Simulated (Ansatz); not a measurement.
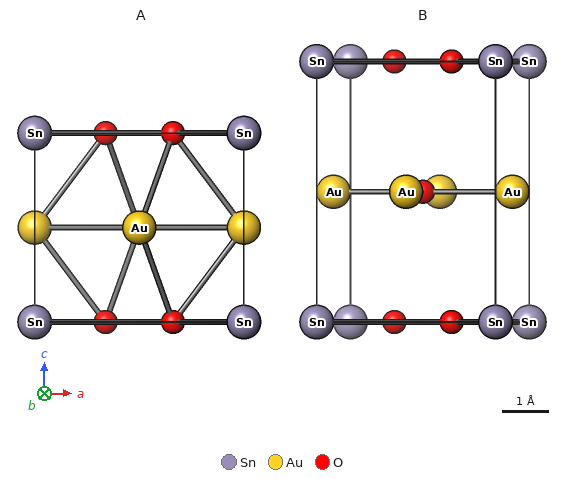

Two geometries of solid SnAu₂O₃ (built on the LaAl2Cu3-65 type type), drawn at one scale. One is the start of a relaxation, the other its converged end. A ball-and-stick model of the cell of the calculation, seen along the b axis.

Computed with DFT, PBEsol, plane waves, PAW (Ansatz 0.2.0). Settings: plane-wave cutoff 420 eV; k-point mesh 6 × 6 × 6; occupations fermi dirac; smearing width 0.03 eV; no spin polarisation; cell and atoms relaxed; force threshold 0.01 eV/Å; at most 120 steps.

**Which geometry has the lower energy?**

Structure B is the relaxed one. The largest moves relative to the cell, 0.22 Å, are those of O atoms. Au and Sn stay in place. Cell: a = b 5.199 → 4.111 Å (−20.9 %), c 4.127 → 5.693 Å (+37.9 %), γ 118.5° → 97.8°. Volume −2.8 %. Some distances before and after: O–Sn 3.028 → 1.877 Å, Au–O 2.581 → 3.168 Å, Au–O 2.600 → 2.056 Å, O–Sn 3.024 → 2.966 Å. The space group stays Cmmm (No. 65). The energy falls by 3.655 eV per cell of the calculation in 27 accepted moves (34 points after the start). The largest force component goes from 1.1 to 0.00078 eV/Å. The pressure goes from −14.79 to 0.00 GPa. The line search rejected the trial steps at points 6, 14 of the run. At 5 points the geometry stayed and the basis and grid were re-selected for the new cell (energy shift of 0.237 eV per cell of the calculation at most each time).
